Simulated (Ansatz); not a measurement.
**UHF/aug-cc-pVDZ run of CH4Ga (SMILES [CH3][GaH])**

What is the vertical doublet–quartet gap of CH4Ga at UHF/aug-cc-pVDZ? 

Program for the calculation: Ansatz 0.2.0.

35 further runs of the same task are left out: 35 set aside as unsound or not needed. Runs told in other sessions of the task aren't counted.

## (1) The system as given

CH4Ga: 6 atoms, total charge 0, spin state doublet. SMILES: `[CH3][GaH]`. The shape is that of a PBE0-D4/def2-TZVP optimisation.

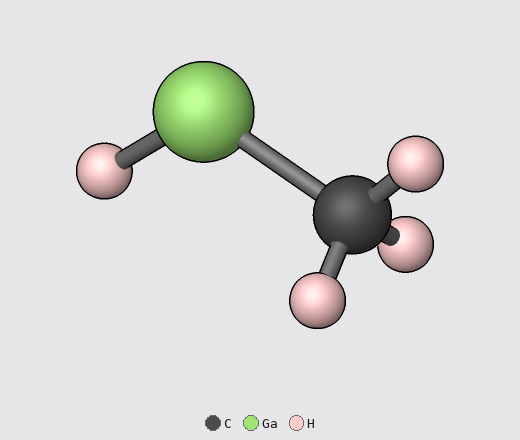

The structure, seen from a chosen angle (carbon dark grey, gallium green, hydrogen pink).

## (2) The energy at UHF/aug-cc-pVDZ

molecule.yaml reads:

```yaml
basis:
  gaussian: {orbitals: aug-cc-pVDZ}
crystal:
  periodic: [false, false, false]
  atoms:
    - {symbol: C, position_ang: [-0.029300, -0.418300, -0.518000]}
    - {symbol: Ga, position_ang: [0.685700, 0.372600, 1.162100]}
    - {symbol: H, position_ang: [0.574700, -1.243100, -0.892900]}
    - {symbol: H, position_ang: [-1.046400, -0.775600, -0.328700]}
    - {symbol: H, position_ang: [-0.085700, 0.364700, -1.280300]}
    - {symbol: H, position_ang: [-0.056900, 1.635600, 1.811600]}
magnetization: {spin_polarized: true, initial_magnetization: 1}
hamiltonian: {xc: hf}
accuracy: high
output: {orbitals: {seedname: orbitals}}
```

Started as:

```
$ ansatz run molecule.yaml --threads 1 --pin off --max-ram 2610MiB --events-out events.jsonl --progress --plain --runs-dir runs
```

The log of the run:

```text
Warning: RAYON_NUM_THREADS=1 ignored (pool sized by the plan → 1); use --threads N
Functional definition: HF
  name "HF"
  exchange = exact_x
  correlation = 0
1881 factors; integrals over basis functions are off by at most 4.4e-9 eV
mean field evaluation 1: about -53423.0375 eV, gradient 2.2e1 eV
mean field evaluation 2: about -53423.0413 eV, gradient 2.2e1 eV
mean field evaluation 4: about -53426.0111 eV, gradient 2.1e0 eV
mean field evaluation 8: about -53426.1160 eV, gradient 7.3e-4 eV
mean field -53426.11578015 eV, -1963.3735413985 hartree, gradient 2.0e-8 eV, S^2 0.755788; 0 other end points of the search recorded, 0 dependent functions left out
reference -53426.11578015 eV, -1963.3735413985 hartree; 21, 20 occupied and 74, 75 virtual orbitals, 1881 factors
Total energy: -53426.11578015 eV, -1963.3735413985 hartree
```

Wall time 4.8 s (1 thread of Arm Neoverse V2, shared host); peak memory 0.32 GiB.

## (3) The quartet

run.yaml reads:

```yaml
basis:
  gaussian: {orbitals: aug-cc-pVDZ}
crystal:
  periodic: [false, false, false]
  atoms:
    - symbol: C
      position_ang: [-0.029300, -0.418300, -0.518000]
    - symbol: Ga
      position_ang: [0.685700, 0.372600, 1.162100]
    - symbol: H
      position_ang: [0.574700, -1.243100, -0.892900]
    - symbol: H
      position_ang: [-1.046400, -0.775600, -0.328700]
    - symbol: H
      position_ang: [-0.085700, 0.364700, -1.280300]
    - symbol: H
      position_ang: [-0.056900, 1.635600, 1.811600]
magnetization: {spin_polarized: true, initial_magnetization: 3}
output: {orbitals: {seedname: orbitals}}
accuracy: high
hamiltonian: {xc: hf}
```

Started as:

```
$ ansatz run run.yaml --threads 1 --pin off --max-ram 2610MiB --events-out events.jsonl --progress --plain --runs-dir runs
```

The log of the run:

```text
Warning: RAYON_NUM_THREADS=1 ignored (pool sized by the plan → 1); use --threads N
[... 4 set-up lines as earlier in the session ...]
1881 factors; integrals over basis functions are off by at most 4.4e-9 eV
mean field evaluation 1: about -53420.0251 eV, gradient 1.5e1 eV
mean field evaluation 2: about -53420.0285 eV, gradient 1.5e1 eV
mean field evaluation 4: about -53421.9395 eV, gradient 2.2e0 eV
mean field evaluation 8: about -53422.0368 eV, gradient 8.1e-2 eV
mean field evaluation 16: about -53415.3396 eV, gradient 1.9e1 eV
mean field evaluation 32: about -53417.8616 eV, gradient 1.1e1 eV
mean field evaluation 64: about -53409.8343 eV, gradient 9.6e0 eV
mean field -53422.03693575 eV, -1963.2236466318 hartree, gradient 2.3e-8 eV, S^2 3.785939; 1 other end points of the search recorded, 0 dependent functions left out
reference -53422.03693575 eV, -1963.2236466318 hartree; 22, 19 occupied and 73, 76 virtual orbitals, 1881 factors
Total energy: -53422.03693575 eV, -1963.2236466318 hartree
```

Wall time 7.2 s (1 thread of Arm Neoverse V2, shared host); peak memory 0.33 GiB.

## (4) What came out

Level: UHF/aug-cc-pVDZ.

| quantity | value |
| --- | --- |
| doublet: total energy | -1963.37354 Eh |
| doublet: HOMO energy (highest over α and β) | -7.74 eV |
| doublet: LUMO energy (lowest over α and β) | 0.49 eV |
| doublet: ⟨S²⟩ | 0.756 |
| quartet: total energy | -1963.22365 Eh |
| quartet: HOMO energy (highest over α and β) | -5.63 eV |
| quartet: LUMO energy (lowest over α and β) | -2.13 eV |
| quartet: ⟨S²⟩ | 3.786 |
| vertical energy of the quartet above the doublet | 4.079 eV |

What this shows: At this shape the quartet lies 4.08 eV (394 kJ/mol) above the doublet.
